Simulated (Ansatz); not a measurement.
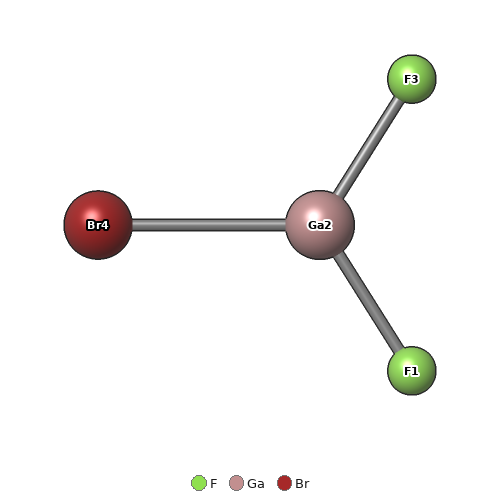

The system is BrF₂Ga (SMILES [F][Ga]([F])[Br]) with the probe H; the picture shows it without the atoms that are moved over the map. The probe is moved over the molecule's main plane. Coordinates scanned: (1) x of the probe's H atom; (2) y of the probe's H atom. Nothing is relaxed (molecule and probe rigid). Grid: 11 × 11 points; 56 points were computed and 50 follow by symmetry. At 15 points there is no value (left out of the scan, as a rule where atoms come close). Energies: kJ/mol, counted from the lowest grid point. Energies and slopes of some neighbouring points disagree (a jump in structure or state, or too coarse a mesh). These are results of Ansatz 0.2.0, UKS PBE0-D4/def2-SVPD, not measurements.

Range: x of the probe's H atom from −4.45 to 4.45 Å; y of the probe's H atom from −4.45 to 4.45 Å.

What will the energy surface look like?

The lowest grid point is at x of the probe's H atom = 3.56 Å, y of the probe's H atom = 0.00 Å [nearest 2 F at 2.93 Å]. The same energy is found at x of the probe's H atom = −1.78 Å, y of the probe's H atom = −3.56 Å [nearest 1 F at 3.50 Å and 1 Br at 3.58 Å]; x of the probe's H atom = −1.78 Å, y of the probe's H atom = 3.56 Å [nearest 1 F at 3.50 Å and 1 Br at 3.58 Å]. The highest grid point, x of the probe's H atom = −0.89 Å, y of the probe's H atom = −0.89 Å [nearest 1 Ga at 1.33 Å], lies 280 kJ/mol above the lowest.

| y of the probe's H atom ↓, x of the probe's H atom → | −4.45 | −3.56 | −2.67 | −1.78 | −0.89 | 0.00 | 0.89 | 1.78 | 2.67 | 3.56 | 4.45 |
| --- | --- | --- | --- | --- | --- | --- | --- | --- | --- | --- | --- |
| 4.45 | 1 | 1 | 1 | 1 | 0 | 0 | 0 | 0 | 1 | 1 | 1 |
| 3.56 | 1 | 1 | 0 | 0 | 0 | 3 | 8 | 4 | 1 | 1 | 1 |
| 2.67 | 1 | 2 | 5 | 6 | 8 | 42 | 83 | 57 | 9 | 1 | 1 |
| 1.78 | 2 | 17 | 60 | 76 | 54 | 136 | – | 164 | 30 | 2 | 1 |
| 0.89 | 7 | 46 | – | – | 280 | – | – | 128 | 26 | 1 | 0 |
| 0.00 | 11 | 81 | – | – | – | – | – | 108 | 13 | 0 | 0 |
| −0.89 | 7 | 46 | – | – | 280 | – | – | 128 | 26 | 1 | 0 |
| −1.78 | 2 | 17 | 60 | 76 | 54 | 136 | – | 164 | 30 | 2 | 1 |
| −2.67 | 1 | 2 | 5 | 6 | 8 | 42 | 83 | 57 | 9 | 1 | 1 |
| −3.56 | 1 | 1 | 0 | 0 | 0 | 3 | 8 | 4 | 1 | 1 | 1 |
| −4.45 | 1 | 1 | 1 | 1 | 0 | 0 | 0 | 0 | 1 | 1 | 1 |

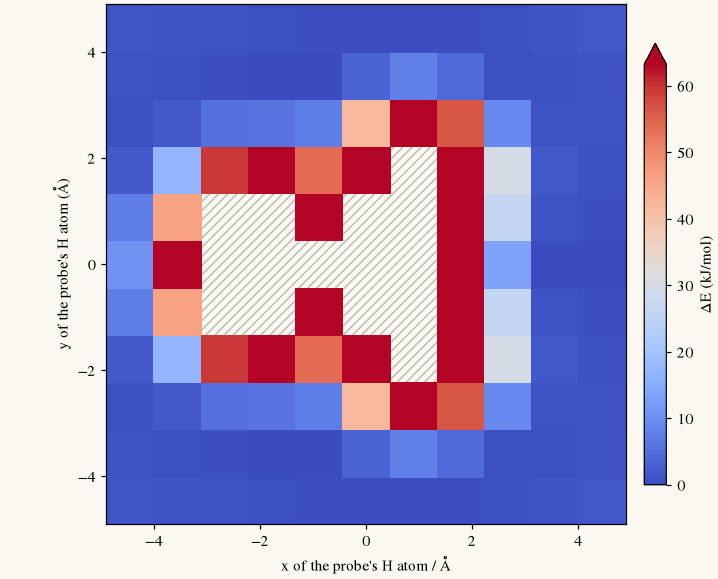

In the figure: one coloured cell a grid point, one colour for all values above the top of the scale, hatched blanks where no value was computed.

Time for the 56 points that were run: 14 min on 1 thread of Intel(R) Xeon(R) Platinum 8259CL CPU @ 2.50GHz (Skylake/Cascade Lake), on a shared host.
